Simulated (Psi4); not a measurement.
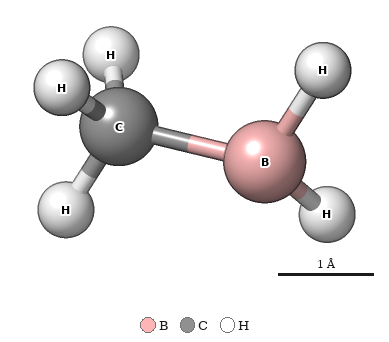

**Figure 1.** The input geometry (ball-and-stick view, seen at a tilt). Bond lengths as drawn: B–C 1.64 Å, B–H 1.24 to 1.25 Å and C–H 1.10 to 1.11 Å.

## Run report: CH5B (charge −1), energy and gradient calculation (part 1 of 2)

CH5B, charge −1, multiplicity 2, SMILES [BH2-]C, computed with M06-L/def2-SVPD, UKS (Psi4 1.11).

The geometry comes from this level: GFN2-xTB.

Input (job.py)
```python
import psi4

psi4.set_memory('1600 MB')
psi4.set_num_threads(1)
psi4.set_output_file('psi4.out', False)

m = psi4.geometry("""
-1 2
B     -0.367620    -0.876680     0.296410
C      0.129860     0.657930    -0.010930
H      0.566410    -1.652080     0.572900
H     -1.111250    -1.340120    -0.587590
H      0.713810     1.090030     0.817870
H      0.779370     0.770230    -0.909000
H     -0.710590     1.350700    -0.179660
symmetry c1
""")

psi4.set_options({
    'reference': 'uks',
    'puream': True,
    'e_convergence': 1e-09,
    'd_convergence': 1e-08,
    'scf_type': 'pk',
    'dft_radial_points': 99,
    'dft_spherical_points': 590,
    'maxiter': 200,
})

result, w = psi4.gradient('m06-l/def2-SVPD', return_wfn=True)
psi4.oeprop(w, 'DIPOLE', 'MAYER_INDICES', 'MULLIKEN_CHARGES', title='M06-L')
print('gradient / Eh bohr^-1')
print(result.np.round(6))
print(f'energy = {w.energy():.10f} Eh')
for k, v in sorted(psi4.core.scalar_variables().items()):
    print(f'{k:45s} {v:18.10f}')
```

Launch command:
```bash
python job.py
```

Output
```
Psi4 1.11 release

gradient() will perform analytic gradient computation.

   => Loading Basis Set <=

    Name: DEF2-SVPD
    Role: ORBITAL
    Keyword: BASIS

         ---------------------------------------------------------
                                   SCF
                              UKS Reference
                        1 Threads,   1525 MiB Core
         ---------------------------------------------------------

  ==> Geometry <==

    Molecular point group: c1
    Full point group: C1

    Geometry (in Angstrom), charge = -1, multiplicity = 2:

       Center              X                  Y                   Z               Mass
    ------------   -----------------  -----------------  -----------------  -----------------
         B           -0.287426192602    -0.821917363003     0.194999894026    11.009305360000
         C            0.210053807398     0.712692636997    -0.112340105974    12.000000000000
         H            0.646603807398    -1.597317363003     0.471489894026     1.007825032230
         H           -1.031056192602    -1.285357363003    -0.689000105974     1.007825032230
         H            0.794003807398     1.144792636997     0.716459894026     1.007825032230
         H            0.859563807398     0.824992636997    -1.010410105974     1.007825032230
         H           -0.630396192602     1.405462636997    -0.281070105974     1.007825032230

  Running in c1 symmetry.

  Rotational constants: A =      2.99469  B =      0.65663  C =      0.61408 [cm^-1]
  Rotational constants: A =  89778.43527  B =  19685.12940  C =  18409.54962 [MHz]
  Nuclear repulsion =   30.809888872353739

  Charge       = -1
  Multiplicity = 2
  Electrons    = 17
  Nalpha       = 9
  Nbeta        = 8

  ==> Algorithm <==

  SCF Algorithm Type is PK.
  DIIS enabled.
  MOM disabled.
  Fractional occupation disabled.
  Guess Type is SAD.
  Energy threshold   = 1.00e-09
  Density threshold  = 1.00e-08
  Integral threshold = 1.00e-12

  ==> Primary Basis <==

  Basis Set: DEF2-SVPD
    Blend: DEF2-SVPD
    Number of shells: 36
    Number of basis functions: 80
    Number of Cartesian functions: 84
    Spherical Harmonics?: true
    Max angular momentum: 2

  ==> DFT Potential <==

   => LibXC <=

    Version 7.1.2

   => Composite Functional: M06-L <=

    M06-L Meta-GGA XC Functional

    Deriv               =              1
    GGA                 =           TRUE
    Meta                =           TRUE

    Exchange Hybrid     =          FALSE
    MP2 Hybrid          =          FALSE

   => Exchange Functionals <=

    1.0000   XC_MGGA_X_M06_L

   => Correlation Functionals <=

    1.0000   XC_MGGA_C_M06_L

   => LibXC Density Thresholds  <==

    XC_MGGA_C_M06_L:  1.00E-12
    XC_MGGA_X_M06_L:  1.00E-15

   => Molecular Quadrature <=

    Radial Scheme          =       TREUTLER
    Pruning Scheme         =           NONE
    Nuclear Scheme         =       TREUTLER

    Blocking Scheme        =         OCTREE
    BS radius alpha        =              1
    Pruning alpha          =              1
    Radial Points          =             99
    Spherical Points       =            590
    Total Points           =         392582
    Total Blocks           =           2810
    Max Points             =            256
    Max Functions          =             80
    Weights Tolerance      =       1.00E-15

  ==> Integral Setup <==

  Using in-core PK algorithm.
   Calculation information:
      Number of atoms:                   7
      Number of AO shells:              36
      Number of primitives:             58
      Number of atomic orbitals:        84
      Number of basis functions:        80

      Integral cutoff                 1.00e-12
      Number of threads:                 1

  Performing in-core PK
  Using 10500840 doubles for integral storage.
  We computed 222106 shell quartets total.
  Whereas there are 222111 unique shell quartets.

  ==> DiskJK: Disk-Based J/K Matrices <==

    J tasked:                  Yes
    K tasked:                   No
    wK tasked:                  No
    Memory [MiB]:              312
    Schwarz Cutoff:          1E-12

  Cached 33.3% of DFT collocation blocks in 0.728 [GiB].

  Minimum eigenvalue in the overlap matrix is 4.9133100072E-04.
  Reciprocal condition number of the overlap matrix is 5.8340600383E-05.
    Using symmetric orthogonalization.

  ==> Pre-Iterations <==

  SCF Guess: Superposition of Atomic Densities via on-the-fly atomic UHF (no occupation information).

   -------------------------
    Irrep   Nso     Nmo
   -------------------------
     A         80      80
   -------------------------
    Total      80      80
   -------------------------

  ==> Iterations <==

                        Total Energy        Delta E     RMS |[F,P]|

   @UKS iter SAD:   -65.20797460557969   -6.52080e+01   0.00000e+00
   @UKS iter   1:   -65.45069639349521   -2.42722e-01   9.70526e-03 ADIIS/DIIS
   @UKS iter   2:   -63.99483821458946    1.45586e+00   1.79641e-02 ADIIS/DIIS
   @UKS iter   3:   -65.84630368983376   -1.85147e+00   1.26682e-03 ADIIS/DIIS
   @UKS iter   4:   -65.85365481816335   -7.35113e-03   6.89110e-04 ADIIS/DIIS
   @UKS iter   5:   -65.85534636969395   -1.69155e-03   3.20629e-04 ADIIS/DIIS
   @UKS iter   6:   -65.85578077215541   -4.34402e-04   7.81145e-05 DIIS
   @UKS iter   7:   -65.85581680075411   -3.60286e-05   1.69652e-05 DIIS
   @UKS iter   8:   -65.85581974102894   -2.94027e-06   4.58959e-06 DIIS
   @UKS iter   9:   -65.85581996349985   -2.22471e-07   2.20238e-06 DIIS
   @UKS iter  10:   -65.85582000355403   -4.00542e-08   5.44683e-07 DIIS
   @UKS iter  11:   -65.85582000666012   -3.10609e-09   1.09245e-07 DIIS
   @UKS iter  12:   -65.85582000676507   -1.04947e-10   2.97017e-08 DIIS
   @UKS iter  13:   -65.85582000677229   -7.21911e-12   1.22281e-08 DIIS
   @UKS iter  14:   -65.85582000677320   -9.09495e-13   2.83108e-09 DIIS
  Energy and wave function converged.

  ==> Post-Iterations <==

   Electrons on quadrature grid:
      Nalpha   =    8.9999998265 ; deviation = -1.735e-07
      Nbeta    =    7.9999997963 ; deviation = -2.037e-07
      Ntotal   =   16.9999996227 ; deviation = -3.773e-07

   @Spin Contamination Metric:   5.666622255E-03
   @S^2 Expected:                7.500000000E-01
   @S^2 Observed:                7.556666223E-01
   @S   Expected:                5.000000000E-01
   @S   Observed:                5.000000000E-01

    Orbital Energies [Eh]
    ---------------------

    Alpha Occupied:

       1A     -9.835478     2A     -6.381855     3A     -0.433877
       4A     -0.206367     5A     -0.155300     6A     -0.151136
       7A     -0.056039     8A     -0.041883     9A      0.104567

    Alpha Virtual:

      10A      0.191174    11A      0.217973    12A      0.281882
      13A      0.284424    14A      0.288476    15A      0.296146
      16A      0.316445    17A      0.316838    18A      0.328048
      19A      0.370601    20A      0.370977    21A      0.387851
      22A      0.395588    23A      0.399582    24A      0.425402
      25A      0.452634    26A      0.488241    27A      0.499647
      28A      0.502837    29A      0.505334    30A      0.525466
      31A      0.531852    32A      0.553651    33A      0.557017
      34A      0.567564    35A      0.587071    36A      0.591072
      37A      0.593358    38A      0.628055    39A      0.667681
      40A      0.673263    41A      0.673630    42A      0.704578
      43A      0.750086    44A      0.798744    45A      0.818883
      46A      0.835598    47A      1.030143    48A      1.059002
      49A      1.074260    50A      1.146647    51A      1.161932
      52A      1.196257    53A      1.256466    54A      1.274086
      55A      1.359483    56A      1.473989    57A      1.479384
      58A      1.613653    59A      1.760548    60A      1.775301
      61A      1.794327    62A      1.821309    63A      1.893733
      64A      2.040662    65A      2.102415    66A      2.115921
      67A      2.155948    68A      2.158860    69A      2.259405
      70A      2.278084    71A      2.453518    72A      2.510139
      73A      2.683967    74A      2.720928    75A      2.755169
      76A      2.869243    77A      2.970505    78A      3.022449
      79A      3.303255    80A      3.319792

    Beta Occupied:

       1A     -9.835827     2A     -6.373816     3A     -0.431345
       4A     -0.182298     5A     -0.153711     6A     -0.144968
       7A     -0.051214     8A     -0.034082

    Beta Virtual:

       9A      0.171658    10A      0.207896    11A      0.242669
      12A      0.278301    13A      0.281672    14A      0.293211
      15A      0.296259    16A      0.309046    17A      0.316495
      18A      0.347224    19A      0.362236    20A      0.367531
      21A      0.389114    22A      0.391066    23A      0.413554
      24A      0.441187    25A      0.459846    26A      0.487873
      27A      0.491793    28A      0.509515    29A      0.510155
      30A      0.523251    31A      0.535654    32A      0.551171
      33A      0.570105    34A      0.570747    35A      0.578881
      36A      0.586634    37A      0.587459    38A      0.624195
      39A      0.652172    40A      0.665600    41A      0.669137
      42A      0.698826    43A      0.771814    44A      0.815310
      45A      0.815925    46A      0.835065    47A      1.031898
      48A      1.060606    49A      1.069783    50A      1.141726
      51A      1.158503    52A      1.186001    53A      1.247832
      54A      1.267080    55A      1.359178    56A      1.493083
      57A      1.497290    58A      1.642488    59A      1.754647
      60A      1.778232    61A      1.786030    62A      1.799490
      63A      1.894920    64A      2.026593    65A      2.097551
      66A      2.115781    67A      2.142917    68A      2.154973
      69A      2.256277    70A      2.283224    71A      2.454623
      72A      2.504161    73A      2.685465    74A      2.709826
      75A      2.756623    76A      2.852758    77A      2.945640
      78A      3.028600    79A      3.300404    80A      3.325965

    Final Occupation by Irrep:
              A
    DOCC [     8 ]
    SOCC [     1 ]
    NA   [     9 ]
    NB   [     8 ]

  @UKS Final Energy:   -65.85582000677320

   => Energetics <=

    Nuclear Repulsion Energy =             30.8098888723537385
    One-Electron Energy =                -151.4312228963549956
    Two-Electron Energy =                  66.2314213557767459
    DFT Exchange-Correlation Energy =     -11.4659073385486892
    Empirical Dispersion Energy =           0.0000000000000000
    VV10 Nonlocal Energy =                  0.0000000000000000
    Total Energy =                        -65.8558200067732002

  UHF NO Occupations:
  HONO-2 :    7  A 1.9993996
  HONO-1 :    8  A 1.9981659
  HONO-0 :    9  A 1.0000000
  LUNO+0 :   10  A 0.0018341
  LUNO+1 :   11  A 0.0006004
  LUNO+2 :   12  A 0.0002746
  LUNO+3 :   13  A 0.0001091

Computation Completed

Properties will be evaluated at   0.000000,   0.000000,   0.000000 [a0]

Properties computed using the SCF density matrix

 Multipole Moments:

 ------------------------------------------------------------------------------------
     Multipole            Electronic (a.u.)      Nuclear  (a.u.)        Total (a.u.)
 ------------------------------------------------------------------------------------
```
